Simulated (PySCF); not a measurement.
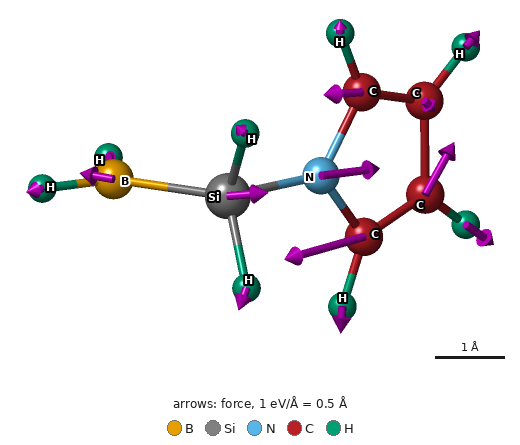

Starting geometry of C4H8BNSi with the computed forces as purple arrows. The picture is a ball-and-stick view, seen at a tilt.

The start comes from GFN2-xTB. Its atoms were then displaced at random by about 0.01 Å.

Method: PBE0-D3(BJ)/def2-SVP geometry optimisation, gas phase (PySCF 2.14.0, density-fitted response routines). 

**What follows when this structure is relaxed?**

It isn't relaxed: the largest force vector, on a C atom, is 3.17 eV/Å. The final displacements follow the starting forces only in part (cosine between the two patterns 0.38). The largest moves after the best rigid fit, 0.12 Å, are those of H atoms. By element the largest moves are H 0.12 Å, B 0.07 Å, N 0.07 Å, C 0.05 Å, Si 0.03 Å. Among the contacts that change: B–Si 1.928 → 2.009 Å, C–C 1.326 → 1.376 Å, C–H 1.054 → 1.089 Å, H–Si 1.465 → 1.497 Å. Among the angles between lasting bonds that change: B–Si–H 116.3° → 110.1°, N–C–H 117.1° → 120.9°, N–Si–H 102.5° → 106.3°. After 8 geometry steps the energy has fallen by 0.292 eV.
